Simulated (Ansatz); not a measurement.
**CH4F2OSi: density, localisation and related maps**

```yaml
atoms:
  - { symbol: Si, position_ang: [-0.5353, 0.0815, 0.6800] }
  - { symbol: C, position_ang: [0.9685, -0.1139, -0.3921] }
  - { symbol: O, position_ang: [-1.7465, 0.1640, -0.4268] }
  - { symbol: H, position_ang: [-1.2539, 0.0800, -1.2549] }
  - { symbol: F, position_ang: [-0.5044, 1.3965, 1.6045] }
  - { symbol: F, position_ang: [-0.7618, -1.1420, 1.6984] }
  - { symbol: H, position_ang: [1.9158, -0.1993, 0.1598] }
  - { symbol: H, position_ang: [1.0550, 0.7561, -1.0626] }
  - { symbol: H, position_ang: [0.8626, -1.0230, -1.0062] }
```

Not at a stationary point (largest force 0.7 eV/Å).

The calculation used RKS PBE0-D4/def2-SVP in Ansatz.

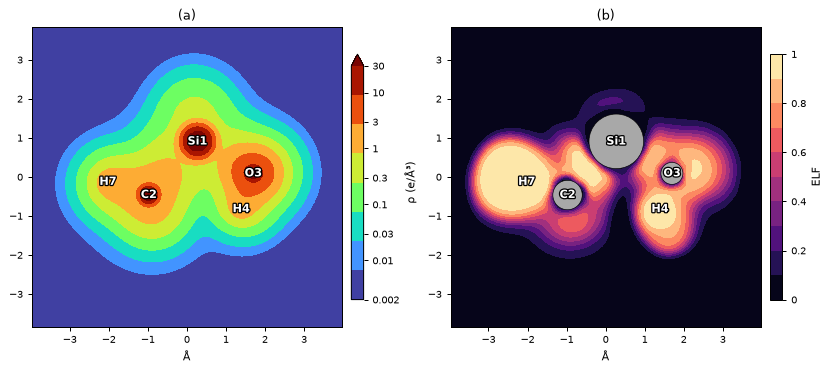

Figure 1. (a) electron density; (b) electron localisation function on the plane of atoms Si1, O3 and H4. Grey discs cover the atomic cores in the ELF map.

**What do the fields say about this system?**

Atoms in the plane: Si, C, O and H. Si–O (1.64 Å): ρ at the midpoint is about 1.2 e/Å³; the ELF peaks at about 0.90 between the atoms: a polar covalent bond. C–Si (1.86 Å): ρ is about 1 e/Å³ halfway; the ELF peaks at about 0.95 between the atoms, as expected for a shared electron pair. O–H (0.97 Å): the density is about 3.6 e/Å³ at the midpoint; the ELF climbs to about 1 towards the hydrogen, as it does in any bond to H (an ordinary covalent bond to hydrogen). C–H (1.10 Å): the density is about 1.9 e/Å³ at the midpoint; the ELF climbs to about 1 towards the hydrogen (a covalent bond by its length). The ELF also peaks beside O3, away from the bonds: lone-pair regions.

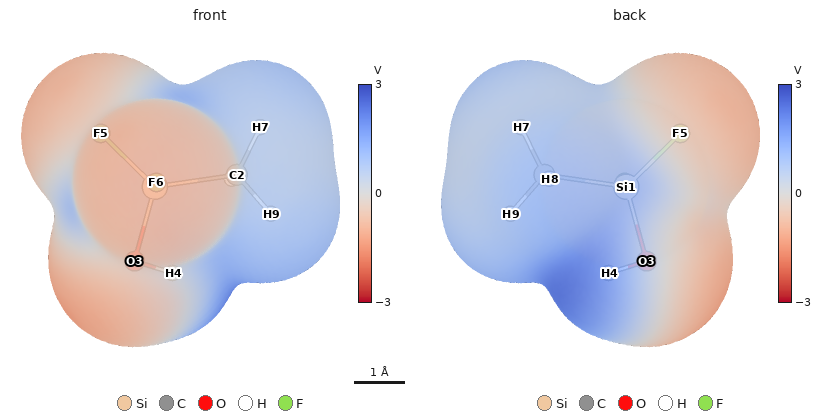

Figure 2. The electrostatic potential painted on the density surface at 0.001 e/bohr³, seen from the front and from behind; red is negative and blue positive.

**Which sites attract a positive test charge, and which a negative one?**

A positive charge is drawn to the negative regions and a negative charge to the positive ones. The most negative region (about −1.2 V, or −28 kcal/mol for a unit charge) lies over O3, the most positive (about +2.3 V, or +53 kcal/mol for a unit charge) over H4. O3 is the likeliest acceptor of a hydrogen bond.

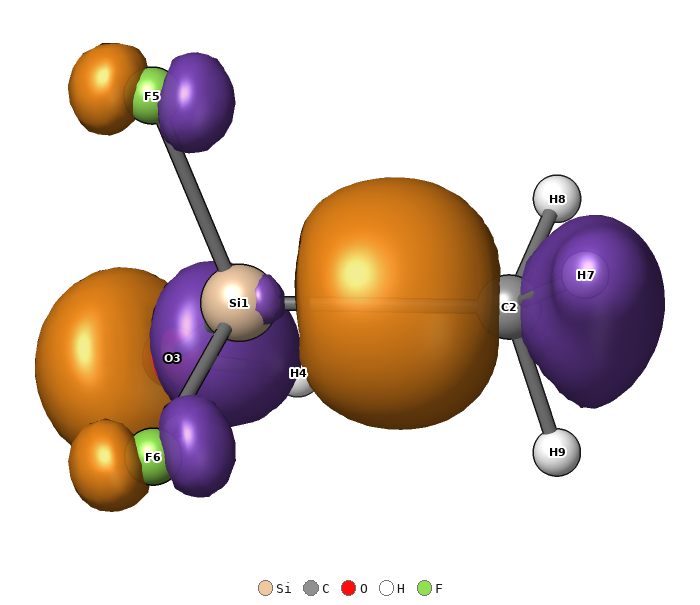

Figure 3. The HOMO at ±0.2 Å⁻³ᐟ² (orange and purple are the two phases), seen from one side.

**What is the character of this orbital?**

By Hirshfeld shares it lies mainly on C2 (about 30 %), O3 (about 30 %) and Si1 (about 15 %). Its energy is −9.67 eV.
